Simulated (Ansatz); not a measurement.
# CH3ClF2Si (SMILES C[Si](F)(F)Cl): what the fields show

Input file:

```
crystal:
  periodic: [false, false, false]
  atoms:
    - {symbol: C, position_ang: [-0.808527, -0.299042, 0.512232]}
    - {symbol: Si, position_ang: [0.690598, 0.151390, -0.439162]}
    - {symbol: F, position_ang: [1.986962, -0.472288, 0.219057]}
    - {symbol: F, position_ang: [0.616165, -0.415564, -1.914223]}
    - {symbol: Cl, position_ang: [0.963118, 2.158495, -0.560944]}
    - {symbol: H, position_ang: [-0.917118, -1.385377, 0.549758]}
    - {symbol: H, position_ang: [-0.740189, 0.080447, 1.533393]}
    - {symbol: H, position_ang: [-1.698810, 0.124839, 0.044089]}
basis:
  gaussian: {orbitals: def2-TZVPP}
hamiltonian: {xc: pbe0, dispersion: d4}
output: {orbitals: {seedname: orbitals}}
```

Run with:

```sh
ansatz run in.yaml --threads 4 --pin off --events-out ev --progress --plain --max-ram 10444MiB
```

Geometry: PBE0-D4/def2-TZVP.

The calculation used Ansatz, RKS PBE0-D4/def2-TZVPP.

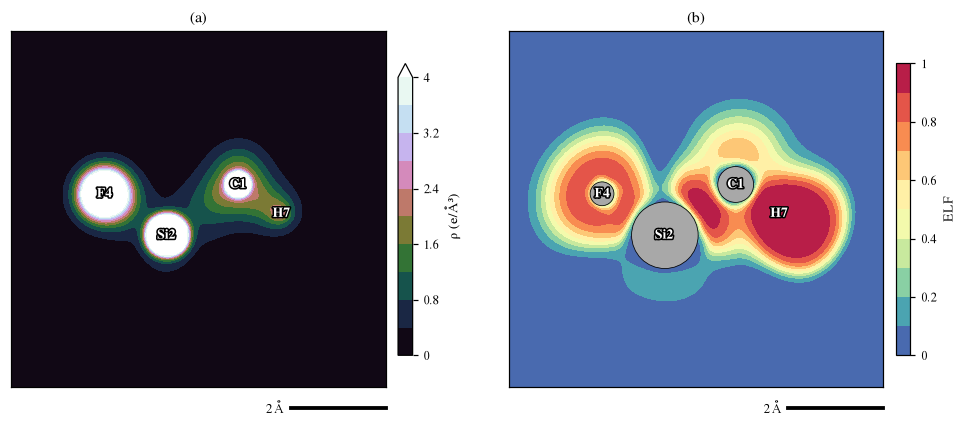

Figure 1. (a) total electron density; (b) ELF on the plane of atoms C1, Si2 and F4. Grey discs cover the atomic cores in the ELF map.

What does the map show?

Answer.
- Atoms in the plane: C, Si, F and H.
- Si–F (1.58 Å): ρ at the midpoint is about 1.2 e/Å³; the ELF peaks at about 0.85 in the valence shell of F, 0.7 Å from its nucleus, and is about 0.45 at the midpoint.
- C–Si (1.83 Å): the density is about 1.1 e/Å³ at the midpoint; the ELF peaks at about 0.95 between the atoms, as expected for localised, covalent bonding.
- C–H (1.09 Å): the density is about 2 e/Å³ at the midpoint; the ELF climbs to about 1 towards the hydrogen, as it does in any bond to H: an ordinary covalent bond to hydrogen.
- The ELF also peaks beside F4, away from the bonds: lone-pair regions.

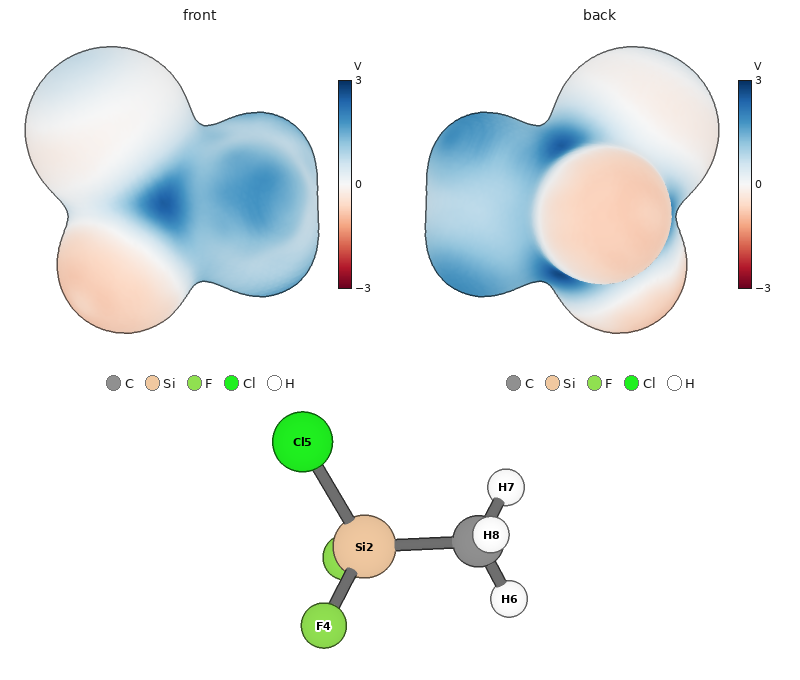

Figure 2. The electrostatic potential painted on the density surface at 0.004 e/bohr³, seen from the front and from behind; the colour scale runs from red (negative) to blue (positive). The bare structure is drawn below in the same view.

Which sites attract a positive test charge, and which a negative one?

Answer. A positive charge is drawn to the negative regions and a negative charge to the positive ones. The most negative region (about −0.8 V, or −18 kcal/mol for a unit charge) lies over F3 and F4, the most positive (about +2.4 V, or +55 kcal/mol for a unit charge) over Si2. Cl5 shows a σ-hole: about +0.6 V, or +14 kcal/mol for a unit charge at the tip opposite its bond, against about −0.1 V on its flanks.

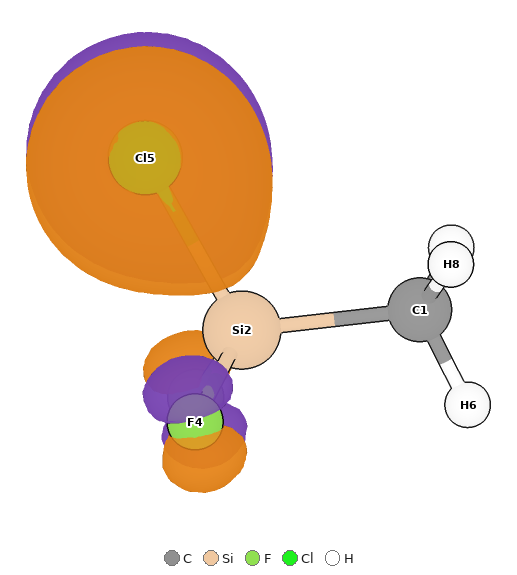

Figure 3. The HOMO−1 at ±0.1 Å⁻³ᐟ² (orange and purple are the two phases), seen across its widest extent.

Where does this orbital lie, and at what energy?

Answer. Its weight (Hirshfeld) is mainly on Cl5 (about 85 %); largely a lone pair of Cl5. Its energy is −9.80 eV.
